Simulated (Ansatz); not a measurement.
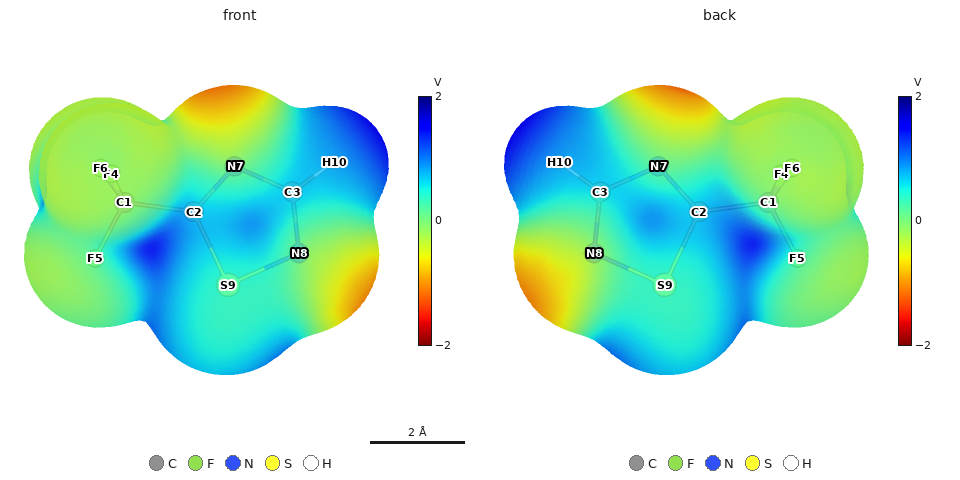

Figure. C3HF3N2S (SMILES FC(F)(F)c1ncns1). The molecular electrostatic potential painted on the density surface at 0.002 e/bohr³, seen from the front and from behind; the colour scale runs from red (negative) to blue (positive).

Geometry: PBE-D3(BJ)/def2-SVP.

Level of theory: isolated molecule in a Gaussian basis; Kohn-Sham density functional theory, functional PBE0 in Ansatz 0.2.0.

```json
{"atom": "C", "x (Å)": "-0.2839", "y (Å)": "0.8266", "z (Å)": "-2.8464"}
{"atom": "C", "x (Å)": "0.3216", "y (Å)": "1.0724", "z (Å)": "-1.4836"}
{"atom": "C", "x (Å)": "0.5155", "y (Å)": "1.2942", "z (Å)": "0.6690"}
{"atom": "F", "x (Å)": "-0.7933", "y (Å)": "-0.4150", "z (Å)": "-2.9368"}
{"atom": "F", "x (Å)": "0.6707", "y (Å)": "0.9626", "z (Å)": "-3.7992"}
{"atom": "F", "x (Å)": "-1.2677", "y (Å)": "1.7052", "z (Å)": "-3.1088"}
{"atom": "N", "x (Å)": "-0.3482", "y (Å)": "1.0229", "z (Å)": "-0.3569"}
{"atom": "N", "x (Å)": "1.7926", "y (Å)": "1.5466", "z (Å)": "0.4117"}
{"atom": "S", "x (Å)": "2.0064", "y (Å)": "1.4540", "z (Å)": "-1.2431"}
{"atom": "H", "x (Å)": "0.1587", "y (Å)": "1.3051", "z (Å)": "1.7109"}
```

Question: Describe the electrostatic potential map.

Answer: The most negative region (about −1.1 V) lies over N7, the most positive (about +1.5 V) over C1 and H10. N7 is the likeliest acceptor of a hydrogen bond.
